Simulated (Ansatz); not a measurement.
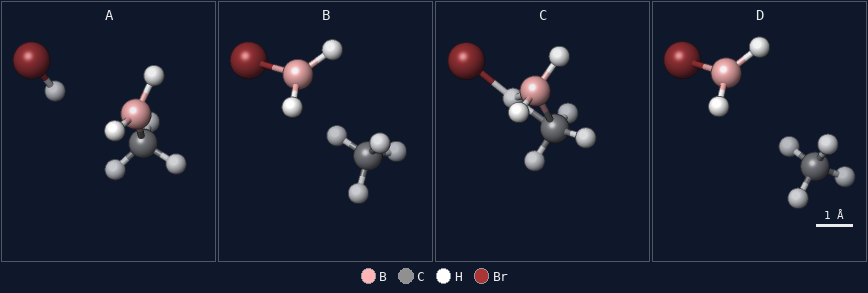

4 geometries from a converged minimum-energy path of CH6BBr, made up at the start of CH5B and HBr, shuffled. A ball-and-stick model, seen from a free direction.

All numbers below come from RHF/def2-SVP in Ansatz 0.2.0. Settings: 5 movable images; climbing image; force threshold 0.05 eV/Å; iteration limit 60; starting path through a guess of the saddle point.

Q: Which of them lies highest in energy?

A: C. In order along the path, whose images run from 0 to 6: A (image 1, +2.6 kJ/mol), C (image 3, +146.9 kJ/mol), B (image 5, −82.4 kJ/mol), D (image 6, −85.0 kJ/mol). Breaking: B–C (1.57 → 4.09 Å), Br–H (1.41 → 4.01 Å). Forming: B–Br (3.77 → 1.92 Å), C–H (3.98 → 1.09 Å).

Limits of the set-up: the start holds two separate molecules, 3.7 Å apart at their closest, whose relative position is a soft coordinate and is computed without a dispersion correction; Hartree-Fock leaves out electron correlation.
